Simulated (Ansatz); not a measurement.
**H6NSi2 (SMILES [SiH2-]N[SiH3]) (charge −1): density, localisation and related maps**

Input file:

```
crystal:
  periodic: [false, false, false]
  atoms:
    - { symbol: Si, position_ang: [-1.2824, 0.7576, -0.48445] }
    - { symbol: "N", position_ang: [0.48019, 0.64339, -0.15533] }
    - { symbol: Si, position_ang: [0.51066, -0.72321, 0.83707] }
    - { symbol: H, position_ang: [-1.39609, -0.07005, -1.75832] }
    - { symbol: H, position_ang: [-1.28127, 2.11745, -1.15764] }
    - { symbol: H, position_ang: [1.17818, 0.7597, -0.88201] }
    - { symbol: H, position_ang: [1.94143, -1.13251, 1.05997] }
    - { symbol: H, position_ang: [-0.11727, -1.98754, 0.39038] }
    - { symbol: H, position_ang: [-0.03342, -0.36484, 2.15032] }
total_charge: -1
basis:
  gaussian: { orbitals: def2-SVP }
hamiltonian:
  xc: pbe
  dispersion: d4
relax:
  f_tol: 0.015
  max_steps: 40
output:
  orbitals: {}
```

Run with:

```sh
ansatz run input.yaml --threads 1 --pin off --max-ram 2048MiB --backend cpu --events-out ev --progress --plain --runs-dir out
```

The fields are those of the run's last geometry, not of the input's.

The highest occupied orbital lies above zero, a sign that basis and functional describe the outermost electron poorly.

Computed with RKS PBE-D4/def2-SVP in Ansatz.

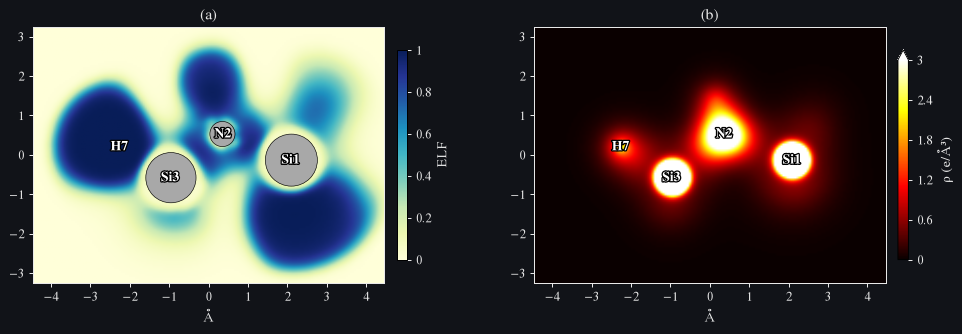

Figure 1. (a) ELF; (b) total electron density on the plane of atoms N2, Si3 and H7. Grey discs cover the atomic cores in the ELF map.

Q: Describe what can be read from this map.

A: The section cuts through Si, N and H sites. Si–N (1.71 Å): ρ at the midpoint is about 1.1 e/Å³; the ELF peaks at about 0.90 between the atoms; a shared but strongly polarised pair. Si–N (1.87 Å): ρ at the midpoint is about 0.78 e/Å³; the ELF peaks at about 0.90 between the atoms: a polar covalent bond. Si–H (1.53 Å): the density is about 0.69 e/Å³ at the midpoint; the ELF climbs to about 1 towards the hydrogen, as it does in any bond to H. The ELF also peaks beside Si1, away from the bonds: lone-pair regions.

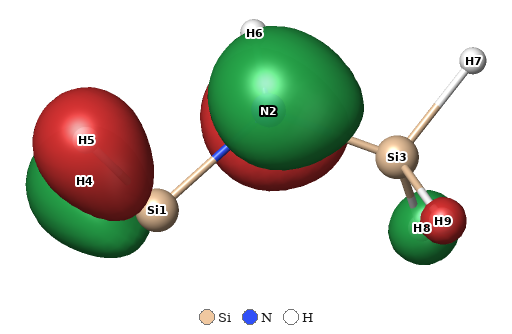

Figure 2. The HOMO−1 at ±0.15 Å⁻³ᐟ² (green and red are the two phases), seen across its widest extent.

Q: Where does this orbital lie, and at what energy?

A: Its weight (Hirshfeld) is mainly on N2 (about 45 %), Si1 (about 15 %), H4 (about 10 %) and H5 (about 10 %). Its energy is −0.40 eV.

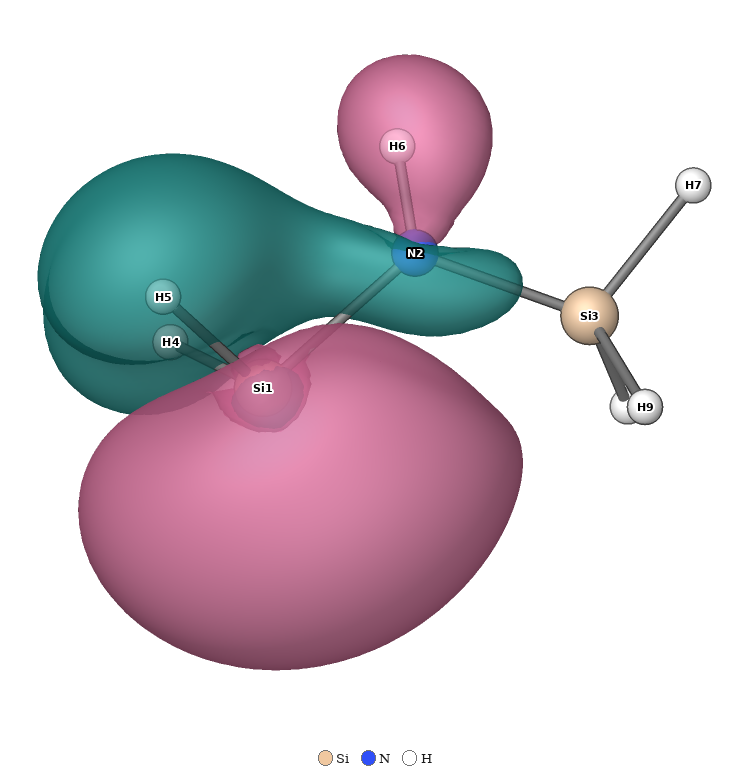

Figure 3. The HOMO at ±0.06 Å⁻³ᐟ² (teal and pink are the two phases), seen across its widest extent.

Q: Describe this orbital and give its energy.

A: Its weight (Hirshfeld) is mainly on Si1 (about 75 %), H4 (about 5 %) and H5 (about 5 %). Its energy is 1.06 eV.
